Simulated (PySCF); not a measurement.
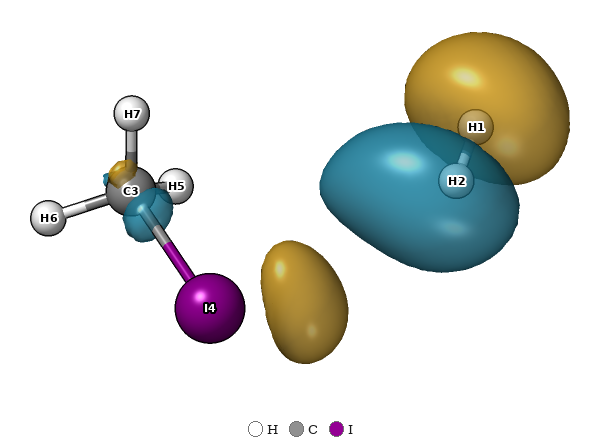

CH5I, SMILES `[H][H].CI`. Density of the complex less the densities of the two fragments at the same geometry, ±0.0005 e/Å³ (yellow: gain, teal: loss). Fragment A: H2 (atoms 1–2); fragment B: H3CI.

Level of theory: PBE0/def2-TZVP (PySCF), at a geometry from GFN2-xTB. Core potentials replace the inner electrons of I; spin–orbit coupling isn't included. GFN2-xTB bond lengths at metals and heavier atoms can be off by up to 0.1 Å and shapes distorted, which carries into these values.

Input

```python
import numpy as np
from pyscf import gto, scf, dft
from pyscf.scf import atom_ks, atom_hf
from scipy.linalg import block_diag
from pyscf.dispersion import dftd3

def solve(mol, dm0=None, hcore=None):
    mf = (dft.UKS if mol.spin else dft.RKS)(mol, xc='pbe0')
    mf.grids.level = 3
    mf = mf.density_fit(auxbasis='def2-universal-jkfit')
    mf.conv_tol, mf.max_cycle = 1e-8, 80
    if hcore is not None:
        mf.get_hcore = lambda *args: hcore
    mf.kernel(dm0)
    if not mf.converged:
        mf = mf.newton().run(mf.mo_coeff, mf.mo_occ, max_cycle=30)
    assert mf.converged, 'SCF not converged'
    return mf

mol = gto.M(atom='''
H      0.11684     3.88258     0.02621
H      0.61282     3.28534    -0.03056
C     -1.82176     0.00731    -0.00069
I      0.31468    -0.13778     0.00021
H     -2.11642     0.65449    -0.81690
H     -2.22781    -0.98729    -0.13453
H     -2.13265     0.42360     0.94900
''', basis='def2-tzvp', ecp={'I': 'def2-tzvp'}, charge=0, spin=0, verbose=4)
mol_a = gto.M(atom='''
H      0.11684     3.88258     0.02621
H      0.61282     3.28534    -0.03056
ghost-C     -1.82176     0.00731    -0.00069
ghost-I      0.31468    -0.13778     0.00021
ghost-H     -2.11642     0.65449    -0.81690
ghost-H     -2.22781    -0.98729    -0.13453
ghost-H     -2.13265     0.42360     0.94900
''', basis='def2-tzvp', charge=0, spin=0, verbose=4)
mol_b = gto.M(atom='''
ghost-H      0.11684     3.88258     0.02621
ghost-H      0.61282     3.28534    -0.03056
C     -1.82176     0.00731    -0.00069
I      0.31468    -0.13778     0.00021
H     -2.11642     0.65449    -0.81690
H     -2.22781    -0.98729    -0.13453
H     -2.13265     0.42360     0.94900
''', basis='def2-tzvp', ecp={'I': 'def2-tzvp'}, charge=0, spin=0, verbose=4)
ab, a, b = solve(mol), solve(mol_a), solve(mol_b)
e_int = ab.e_tot - a.e_tot - b.e_tot
print('counterpoise-corrected interaction energy / kcal/mol', e_int * 627.5095)
def disp(atoms, charge):
    m = gto.M(atom=atoms, charge=charge, basis='sto-3g', spin=None, unit='Bohr', verbose=0)
    return dftd3.DFTD3Dispersion(m, xc='pbe0', version='d3bj').get_dispersion()['energy']
e_disp = disp(mol._atom, mol.charge) - disp(mol._atom[:2], mol_a.charge) - disp(mol._atom[2:], mol_b.charge)
print('D3(BJ) part / kcal/mol', e_disp * 627.5095)
# spherically averaged free atoms, for the promolecule
atom_ks.AtomSphAverageRKS.init_guess_by_vsap = lambda self, mol=None: self.init_guess_by_minao(mol)  # core potentials
atm = atom_ks.get_atm_nrks(mol, xc='pbe0')
pro = block_diag(*[(atm[a[0]][2] * atm[a[0]][3]) @ atm[a[0]][2].T for a in mol._atom])
np.savez('result.npz', e_int=e_int, e_disp=e_disp, dm_a=a.make_rdm1(), dm_b=b.make_rdm1(), c=ab.mo_coeff, occ=ab.mo_occ, eps=ab.mo_energy, pro=pro, d=[f.dip_moment(verbose=0) for f in (ab, a, b)])
```

Command:

```sh
OMP_NUM_THREADS=1 python input.py
```

The run took 9.1 s on 1 thread of AMD EPYC 9R45 96-Core Processor (Zen 5), on a shared host, peak memory 0.51 GiB.

Partitions, critical points and surface values were worked out afterwards from this run's density.

How is the density rearranged on binding?

Hirshfeld charges show almost no net transfer (under 0.005 e). By Hirshfeld charges, electrons gather most on H1 (−0.006 e) and leave H2 most (+0.005 e); 0.01 e is displaced in all, which induces a dipole of 0.05 D.

What is the interaction energy, and which contacts carry it?

The counterpoise-corrected interaction energy of the frozen fragments is −0.1 kcal/mol without dispersion correction and −0.5 kcal/mol with D3(BJ). The pair geometry is semi-empirical, not a minimum at this level. Contacts: H2···I4, 3.44 Å, ρ = 0.004 a.u. The pose is a local one from a semi-empirical search, not shown to be the most stable.
